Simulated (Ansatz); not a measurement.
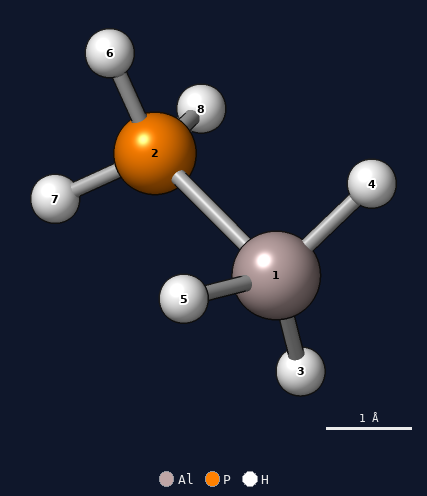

Figure 1. The structure as given in the input (ball-and-stick view, seen at a tilt; atoms are numbered from 1 in the order of the input). Sticks mark near contacts. Bond lengths as drawn: Al–H 1.60 Å, Al–P 2.51 Å and H–P 1.41 Å.

# Single-point calculation of AlPH$_{6}$ (charge +1)

System: AlPH$_{6}$, charge +1, multiplicity 2.
Method: UKS PBE/pcseg-2 (Ansatz 0.2.0).

Some settings of this run were made unusual or wrong on purpose. The geometry comes from this level: PBE0-D4/def2-TZVP. Figures and captions count atoms from 1; the log counts them from 0 in places.

Log
```
Functional definition: PBE
  name "PBE"
  cite "Perdew, Burke & Ernzerhof, Phys. Rev. Lett. 77, 3865 (1996) doi:10.1103/PhysRevLett.77.3865"
  parent pbe
  parameter kappa = 0.804
  parameter beta = 0.06672455060314922
  exchange = pbe_x(kappa = kappa, mu = beta*pi^2/3)
  correlation = pbe_c(beta = beta)
836 factors; their error is unknown
mean field evaluation 1: about -15962.5304 eV, gradient 2.0e1 eV
mean field evaluation 2: about -15958.2952 eV, gradient 2.9e1 eV
mean field evaluation 4: about -15963.7309 eV, gradient 1.1e1 eV
mean field evaluation 8: about -15964.6366 eV, gradient 7.4e0 eV
mean field evaluation 16: about -16167.6966 eV, gradient 2.3e1 eV
mean field evaluation 32: about -16156.1458 eV, gradient 3.9e1 eV
mean field evaluation 64: about -16189.7586 eV, gradient 1.4e1 eV
a density is far from that of the atoms, so the factors are made again for it
1206 factors; integrals over basis functions are off by at most 3.8e-4 eV
mean field evaluation 96: about -16183.8214 eV, gradient 1.5e1 eV
mean field evaluation 128: about -16192.0674 eV, gradient 8.6e-5 eV
mean field evaluation 160: about -16190.1529 eV, gradient 1.8e1 eV
mean field evaluation 192: about -16192.1153 eV, gradient 1.0e0 eV
mean field -16192.65617704 eV, -595.0691387295 hartree, gradient 2.1e-5 eV, S^2 2.709522; 6 other end points of the search recorded, 0 dependent functions left out
the calculation of the forces begins
reference -16192.65636882 eV, -595.0691457776 hartree; 17, 16 occupied and 135, 136 virtual orbitals, 1206 factors
Total energy: -16192.65636882 eV, -595.0691457776 hartree
Atom 0 at    -0.472059     0.166915    -1.354480 Å, force     7.897001   -46.411351   -49.235671 eV/Å
Atom 1 at     0.371450    -0.137046     0.994620 Å, force   -36.057917    57.245545   -36.493126 eV/Å
Atom 2 at     0.029996    -1.240687    -1.920089 Å, force    -3.722088    15.340341    11.914064 eV/Å
Atom 3 at    -2.016434     0.334663    -0.979965 Å, force     6.178094    14.387653     5.146688 eV/Å
Atom 4 at     0.379780     1.475822    -1.692949 Å, force   -11.230555     6.082777    10.386949 eV/Å
Atom 5 at     0.167186     0.896877     1.930472 Å, force    23.646151   -42.149806    14.950914 eV/Å
Atom 6 at     1.750255    -0.340237     1.204815 Å, force   -44.420126   -25.556604    35.510870 eV/Å
Atom 7 at    -0.118074    -1.213406     1.761674 Å, force    57.709439    21.061446     7.819312 eV/Å
Dipole moment:    -0.984030     0.280403    -2.864423 e Å
```

This output came from the following input.

The input
```yaml
crystal:
  periodic: [false, false, false]
  atoms:
    - {symbol: Al, position_ang: [-0.472059, 0.166915, -1.354480]}
    - {symbol: P, position_ang: [0.371450, -0.137046, 0.994620]}
    - {symbol: H, position_ang: [0.029996, -1.240687, -1.920089]}
    - {symbol: H, position_ang: [-2.016434, 0.334663, -0.979965]}
    - {symbol: H, position_ang: [0.379780, 1.475822, -1.692949]}
    - {symbol: H, position_ang: [0.167186, 0.896877, 1.930472]}
    - {symbol: H, position_ang: [1.750255, -0.340237, 1.204815]}
    - {symbol: H, position_ang: [-0.118074, -1.213406, 1.761674]}
basis:
  gaussian: {orbitals: pcseg-2, final_grid: {core_spheres: 1, valence_spheres: 1, degree: 1}}
total_charge: 1
magnetization: {spin_polarized: true, initial_magnetization: 1}
hamiltonian: {xc: {name: PBE}}
output: {forces: true}
```

Launched with:
```bash
ansatz run in.yaml --threads 4 --pin off --events-out ev --progress --plain --max-ram 10444MiB
```

What the run reported

- outcome: converged
- total energy: −16192.6564 eV
- ⟨S²⟩: 2.710
- SCF solution under orbital rotations: stable
- largest force (length of the vector): 76.870 eV/Å
- hardware: 4 threads of Arm Neoverse V1, 23 GiB of memory available, shared host
- wall time: 9.5 s (CPU time 32 s)
- peak memory: 0.3 GiB

This input holds a deliberate fault: grid. The program still converged, but the numbers can't be taken as results for the intended system. ⟨S²⟩ is 2.71 against 0.75 for a pure state: the solution is spin-contaminated.
